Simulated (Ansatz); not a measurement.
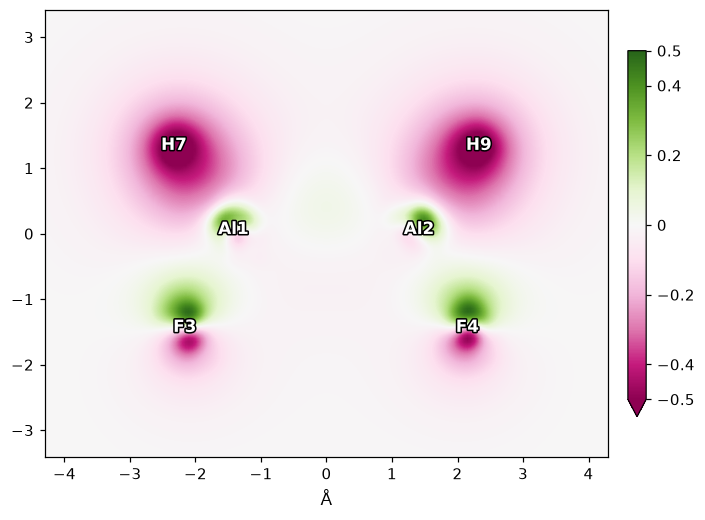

Al$_{2}$F$_{2}$H$_{4}$O$_{2}$ (SMILES [F][AlH-]1[OH+][AlH-]([F])[OH+]1). The HOMO−1 on the plane of atoms F4, Al2 and H9 (values in Å⁻³ᐟ²; the overall sign is arbitrary).

Geometry: PBE0-D4/def2-SVP.

All numbers below come from isolated molecule in a Gaussian basis; Kohn-Sham density functional theory, functional PBE0 (Ansatz 0.2.0).

Input file:

```
basis:
  gaussian:
    orbitals: def2-SVPD
crystal:
  periodic: [false, false, false]
  atoms:
    - {symbol: Al, position_ang: [0.966879, -0.587734, -0.853655]}
    - {symbol: Al, position_ang: [-0.891079, 0.593747, 0.928679]}
    - {symbol: F, position_ang: [0.358427, -1.112731, -2.317173]}
    - {symbol: F, position_ang: [-2.471176, 0.686611, 0.397283]}
    - {symbol: O, position_ang: [-0.202894, -1.074163, 0.500531]}
    - {symbol: O, position_ang: [0.318081, 1.081229, -0.385146]}
    - {symbol: H, position_ang: [2.501370, -0.782838, -0.571753]}
    - {symbol: H, position_ang: [-0.661237, -1.915545, 0.580437]}
    - {symbol: H, position_ang: [-0.550840, 1.158294, 2.356168]}
    - {symbol: H, position_ang: [0.632470, 1.953139, -0.635370]}
hamiltonian:
  xc: pbe0
output: {forces: true, orbitals: {seedname: orbitals}}
```

Command:

```sh
ansatz run input.yaml --threads 2 --pin off --max-ram 5220MiB --events-out events.jsonl --progress --plain --runs-dir runs
```

Where does this orbital lie, and at what energy?

Its weight (Hirshfeld) is mainly on H7 (about 25 %), H9 (about 25 %), Al2 (about 15 %) and Al1 (about 15 %). Its energy is −9.34 eV.
